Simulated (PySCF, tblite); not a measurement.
# C₂H₇FOSi₂: dynamics, then NMR shifts on frames, part 2 of 2

tblite 0.8.0 and PySCF 2.14.0. Atoms count from 0. Earlier steps stand in the parts before.

## (5) Shielding tensors: 625 fs, PBE0/pcSseg-1

Job settings and geometry (Å):

```
{"job": {"kind": "nmr", "xc": "PBE0", "basis": "pcSseg-1", "pop": false}, "charge": 0, "multiplicity": 1}
C     -2.047100    -2.011000     0.035500
C     -2.400900    -0.856500     0.570100
Si    -1.355100     0.700000     0.447900
F     -0.632800     1.039400     1.760100
O     -0.006500     0.653600    -0.451300
Si     1.227800     0.452600    -1.350200
H     -2.690700    -2.827100     0.005600
H     -1.096900    -2.256100    -0.617400
H     -3.418900    -0.850500     0.915400
H     -1.981200     1.921200    -0.324000
H      2.152100    -0.825600    -0.915100
H      0.632900     0.635500    -2.824500
H      2.111200     1.810200    -1.174000
```

Method: GIAO PBE0/pcSseg-1 NMR shielding, non-relativistic, gas phase.

The log of the run:

```text
coarse grid: 11936 points
cycle   1  E = -833.7666600489  dE =  5.873e-01  |g| = 9.295e-01  |ddm| = 3.292e+00
cycle   2  E = -833.5717990935  dE =  1.949e-01  |g| = 1.401e+00  |ddm| = 1.551e+00
cycle   3  E = -833.9116264593  dE = -3.398e-01  |g| = 1.168e-01  |ddm| = 1.043e+00
cycle   4  E = -833.9140547967  dE = -2.428e-03  |g| = 5.100e-02  |ddm| = 1.222e-01
cycle   5  E = -833.9145187096  dE = -4.639e-04  |g| = 1.281e-02  |ddm| = 3.669e-02
cycle   6  E = -833.9145470853  dE = -2.838e-05  |g| = 3.053e-03  |ddm| = 1.097e-02
cycle   7  E = -833.9145492178  dE = -2.133e-06  |g| = 9.979e-04  |ddm| = 2.883e-03
final grid: 106688 points
cycle   8  E = -833.9667371219  dE = -1.657e-05  |g| = 8.969e-03  |ddm| = 1.658e-02
cycle   9  E = -833.9667206328  dE =  1.649e-05  |g| = 1.297e-02  |ddm| = 1.413e-02
cycle  10  E = -833.9667527119  dE = -3.208e-05  |g| = 1.001e-03  |ddm| = 8.517e-03
cycle  11  E = -833.9667529218  dE = -2.099e-07  |g| = 1.980e-04  |ddm| = 8.559e-04
cycle  12  E = -833.9667529303  dE = -8.468e-09  |g| = 6.442e-05  |ddm| = 1.902e-04
cycle  13  E = -833.9667529310  dE = -6.996e-10  |g| = 2.689e-05  |ddm| = 5.741e-05
converged SCF energy = -833.9667529310

GIAO shielding tensors (ppm)
atom      isotropic    diamagn.    paramagn.     s11        s22        s33       span
  0 C       37.165     253.136    -215.972    -82.901     26.727    167.668    250.570
  1 C       52.940     263.320    -210.380    -65.262     52.169    171.915    237.177
  2 Si     389.635     881.137    -491.502    356.547    382.994    429.364     72.817
  3 F      320.970     469.596    -148.626    266.829    334.785    361.295     94.465
  4 O      269.411     396.540    -127.128    218.027    268.974    321.233    103.207
  5 Si     404.752     879.167    -474.415    364.130    380.888    469.239    105.110
  6 H       25.733      28.893      -3.160     23.249     25.365     28.583      5.334
  7 H       24.042      30.983      -6.940     22.490     22.722     26.916      4.426
  8 H       25.371      27.727      -2.356     23.837     24.687     27.588      3.751
  9 H       25.133      27.481      -2.348     21.198     23.565     30.636      9.438
 10 H       24.304      27.563      -3.258     21.462     22.948     28.504      7.041
 11 H       24.554      27.234      -2.680     21.482     23.041     29.138      7.656
 12 H       24.535      27.024      -2.489     21.692     23.142     28.771      7.079
```

Run time: 24 s. Hardware: 1 thread of Intel Xeon Platinum 8259CL at 2.50GHz, shared host; peak memory 0.75 GiB.

Key values: δ C0 149.8, C1 134.0, Si2 -40.5, Si5 -55.6, H7 7.67, H10 7.41 ppm.

## (6) Nuclear shieldings: 800 fs, PBE0/pcSseg-1

Job settings and geometry (Å):

```
{"job": {"kind": "nmr", "xc": "PBE0", "basis": "pcSseg-1", "pop": false}, "charge": 0, "multiplicity": 1}
C     -1.415900    -1.996900    -0.120300
C     -2.123400    -0.875500    -0.171100
Si    -1.382000     0.816600     0.258700
F     -1.056400     1.086400     1.726100
O      0.108500     0.771700    -0.307100
Si     0.704500     1.095900    -1.733200
H     -1.784300    -2.841000    -0.563700
H     -0.529300    -1.932400     0.422600
H     -3.039100    -0.984500    -0.523700
H     -2.030000     1.994300    -0.216800
H      1.033100    -0.021900    -2.465200
H     -0.245400     1.898300    -2.368100
H      2.020800     1.500200    -1.305600
```

Method: GIAO PBE0/pcSseg-1 NMR shielding, non-relativistic, gas phase.

The log of the run:

```text
coarse grid: 11936 points
cycle   1  E = -833.7635182545  dE =  9.370e-01  |g| = 9.292e-01  |ddm| = 3.342e+00
cycle   2  E = -833.5603064967  dE =  2.032e-01  |g| = 1.413e+00  |ddm| = 1.771e+00
cycle   3  E = -833.9102690337  dE = -3.500e-01  |g| = 1.269e-01  |ddm| = 1.237e+00
cycle   4  E = -833.9131843699  dE = -2.915e-03  |g| = 5.147e-02  |ddm| = 1.304e-01
cycle   5  E = -833.9136419264  dE = -4.576e-04  |g| = 1.265e-02  |ddm| = 3.790e-02
cycle   6  E = -833.9136700450  dE = -2.812e-05  |g| = 3.119e-03  |ddm| = 1.057e-02
cycle   7  E = -833.9136722367  dE = -2.192e-06  |g| = 1.121e-03  |ddm| = 3.335e-03
final grid: 106688 points
cycle   8  E = -833.9649066186  dE = -1.948e-05  |g| = 8.291e-03  |ddm| = 1.710e-02
cycle   9  E = -833.9648926517  dE =  1.397e-05  |g| = 1.197e-02  |ddm| = 1.359e-02
cycle  10  E = -833.9649198195  dE = -2.717e-05  |g| = 1.006e-03  |ddm| = 8.506e-03
cycle  11  E = -833.9649200392  dE = -2.196e-07  |g| = 1.770e-04  |ddm| = 9.089e-04
cycle  12  E = -833.9649200451  dE = -5.960e-09  |g| = 7.950e-05  |ddm| = 1.868e-04
cycle  13  E = -833.9649200463  dE = -1.169e-09  |g| = 2.449e-05  |ddm| = 6.608e-05
cycle  14  E = -833.9649200465  dE = -1.462e-10  |g| = 5.787e-06  |ddm| = 2.414e-05
converged SCF energy = -833.9649200465

GIAO shielding tensors (ppm)
atom      isotropic    diamagn.    paramagn.     s11        s22        s33       span
  0 C       37.164     255.924    -218.760   -112.628     40.995    183.124    295.751
  1 C       42.802     263.398    -220.596    -85.716     34.792    179.329    265.045
  2 Si     380.258     881.632    -501.374    369.344    380.388    391.041     21.697
  3 F      333.986     468.527    -134.541    277.545    347.206    377.208     99.663
  4 O      279.402     398.060    -118.658    218.024    292.588    327.595    109.571
  5 Si     394.682     882.195    -487.513    333.709    362.265    488.072    154.363
  6 H       25.171      31.020      -5.849     19.774     26.321     29.416      9.642
  7 H       25.348      35.381     -10.033     18.945     25.587     31.513     12.567
  8 H       26.809      33.439      -6.630     21.931     28.402     30.093      8.162
  9 H       27.111      30.375      -3.265     24.045     24.557     32.730      8.685
 10 H       27.813      32.292      -4.479     24.265     26.804     32.369      8.103
 11 H       27.429      30.805      -3.377     23.739     25.812     32.734      8.995
 12 H       26.598      30.230      -3.632     22.625     25.013     32.156      9.531
```

Wall time 25 s (1 thread of Intel Xeon Platinum 8259CL at 2.50GHz, shared host); peak memory 0.75 GiB.

Key values: δ C0 149.8, C1 144.1, Si2 -31.1, Si5 -45.5, H6 6.55, H7 6.37 ppm.

## (7) NMR shieldings: 1000 fs, PBE0/pcSseg-1

Job settings and geometry (Å):

```
{"job": {"kind": "nmr", "xc": "PBE0", "basis": "pcSseg-1", "pop": false}, "charge": 0, "multiplicity": 1}
C     -1.782400    -2.405300    -0.477100
C     -2.177200    -1.457000     0.322600
Si    -1.625800     0.459500     0.616500
F     -0.797400     0.563700     1.959500
O     -0.754600     0.924900    -0.651200
Si     0.590300     0.663100    -1.615500
H     -2.197100    -3.407200    -0.469400
H     -0.864200    -2.296700    -1.073800
H     -2.749600    -1.692900     1.160600
H     -2.768200     1.295100     0.800500
H      0.468800     1.155000    -2.994600
H      1.621200     1.525400    -1.046500
H      0.839600    -0.720900    -1.524700
```

Level: GIAO PBE0/pcSseg-1 NMR shielding, non-relativistic, gas phase.

The log of the run:

```text
coarse grid: 11936 points
cycle   1  E = -833.8079174458  dE =  5.293e-01  |g| = 8.963e-01  |ddm| = 3.298e+00
cycle   2  E = -833.6236674943  dE =  1.842e-01  |g| = 1.360e+00  |ddm| = 1.556e+00
cycle   3  E = -833.9453242827  dE = -3.217e-01  |g| = 1.217e-01  |ddm| = 1.041e+00
cycle   4  E = -833.9480492743  dE = -2.725e-03  |g| = 4.813e-02  |ddm| = 1.242e-01
cycle   5  E = -833.9484559478  dE = -4.067e-04  |g| = 1.199e-02  |ddm| = 3.426e-02
cycle   6  E = -833.9484803458  dE = -2.440e-05  |g| = 3.086e-03  |ddm| = 1.012e-02
cycle   7  E = -833.9484825668  dE = -2.221e-06  |g| = 7.739e-04  |ddm| = 3.066e-03
final grid: 106688 points
cycle   8  E = -833.9985825948  dE = -1.793e-05  |g| = 8.167e-03  |ddm| = 1.535e-02
cycle   9  E = -833.9985677297  dE =  1.487e-05  |g| = 1.207e-02  |ddm| = 1.307e-02
cycle  10  E = -833.9985954160  dE = -2.769e-05  |g| = 1.021e-03  |ddm| = 8.122e-03
cycle  11  E = -833.9985956294  dE = -2.135e-07  |g| = 1.881e-04  |ddm| = 9.299e-04
cycle  12  E = -833.9985956376  dE = -8.156e-09  |g| = 4.961e-05  |ddm| = 1.968e-04
cycle  13  E = -833.9985956379  dE = -3.251e-10  |g| = 2.071e-05  |ddm| = 4.634e-05
converged SCF energy = -833.9985956379

GIAO shielding tensors (ppm)
atom      isotropic    diamagn.    paramagn.     s11        s22        s33       span
  0 C       50.060     256.337    -206.276    -64.202     48.669    165.714    229.916
  1 C       42.436     264.902    -222.466    -59.721     21.421    165.608    225.328
  2 Si     388.633     879.973    -491.340    375.725    388.725    401.449     25.723
  3 F      325.563     471.671    -146.108    265.611    343.918    367.160    101.549
  4 O      291.457     400.670    -109.214    241.104    286.750    346.517    105.413
  5 Si     382.525     879.878    -497.353    333.324    347.194    467.056    133.731
  6 H       25.193      27.945      -2.752     23.459     24.474     27.646      4.187
  7 H       25.112      33.577      -8.465     23.168     23.866     28.301      5.133
  8 H       26.296      30.091      -3.794     23.696     26.574     28.620      4.924
  9 H       26.961      28.807      -1.847     23.670     24.211     33.000      9.330
 10 H       26.416      28.746      -2.330     23.604     24.659     30.985      7.381
 11 H       26.406      30.204      -3.798     22.759     25.061     31.398      8.639
 12 H       26.808      32.773      -5.966     22.393     26.548     31.482      9.089
```

Run time: 20 s. Hardware: 1 thread of Intel Xeon Platinum 8259CL at 2.50GHz, shared host; peak memory 0.75 GiB.

Key values: δ C1 144.5, C0 136.9, Si5 -33.4, Si2 -39.5, H7 6.61, H6 6.52 ppm.

## (8) Comparing the runs: NMR shifts

Shifts (ppm) of some atoms, chosen among heavy atoms and hydrogens apart, with basis size and wall time:

| frame | C0 | H11 | H10 | Si2 | Si5 | F3 | O4 | functions | time |
| --- | --- | --- | --- | --- | --- | --- | --- | --- | --- |
| 250 fs | 143.2 | 5.78 | 4.44 | -27.2 | -37.8 | -147.1 | 41.4 | 151 | 19 s |
| 425 fs | 142.4 | 5.62 | 3.94 | -28.8 | -35.0 | -143.8 | 45.8 | 151 | 23 s |
| 625 fs | 149.8 | 7.16 | 7.41 | -40.5 | -55.6 | -150.0 | 66.7 | 151 | 24 s |
| 800 fs | 149.8 | 4.29 | 3.90 | -31.1 | -45.5 | -163.0 | 56.7 | 151 | 25 s |
| 1000 fs | 136.9 | 5.31 | 5.30 | -39.5 | -33.4 | -154.6 | 44.6 | 151 | 20 s |

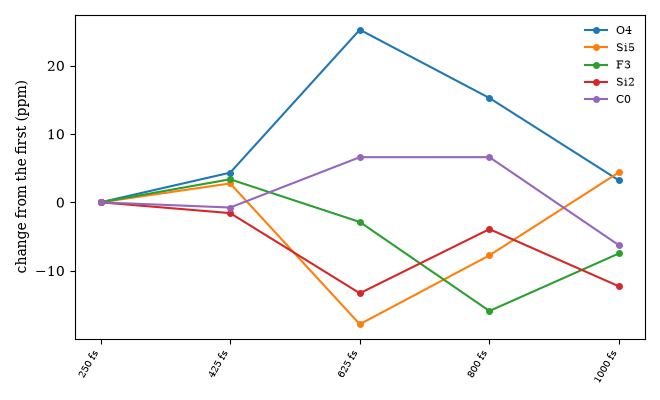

How five of the tabulated atoms move from run to run.

## (9) Summary of results

This closing draws on all 2 parts.

| quantity | value |
| --- | --- |
| thermostat | 600 K |
| mean temperature, second half | 670 K |
| mean potential energy above the minimum | 1.07 eV |
| ¹³C shifts against TMS (PBE0/pcSseg-1, 250 fs) | 144.0, 143.2 ppm |
| ¹H shifts against TMS (PBE0/pcSseg-1, 250 fs) | 7.49, 7.05, 6.26, 5.78, 5.20, 4.79, 4.44 ppm |
| ²⁹Si shifts against TMS (PBE0/pcSseg-1, 250 fs) | -27.2, -37.8 ppm |
| ¹⁹F shifts against CFCl3 (PBE0/pcSseg-1, 250 fs) | -147.1 ppm |
| ¹⁷O shifts against H2O (PBE0/pcSseg-1, 250 fs) | 41.4 ppm |
| range of the shift of O4 | 41.4 to 66.7 ppm |

**Reading.** In the second half the potential energy averages 1.07 eV above the minimum; equipartition over 33 harmonic modes at 600 K would give 0.85 eV. With 13 atoms the temperature swings widely (274 to 919 K). Shifts at one fixed geometry are not the observed spectrum, which averages over the motion. In the first frame run (250 fs): The widest tensor belongs to C0: span 239 ppm, with a paramagnetic part of -210 ppm. In ppm, O4 moves most: its shift spreads over 25.2 ppm, from 41.4 (250 fs) to 66.7 (625 fs).
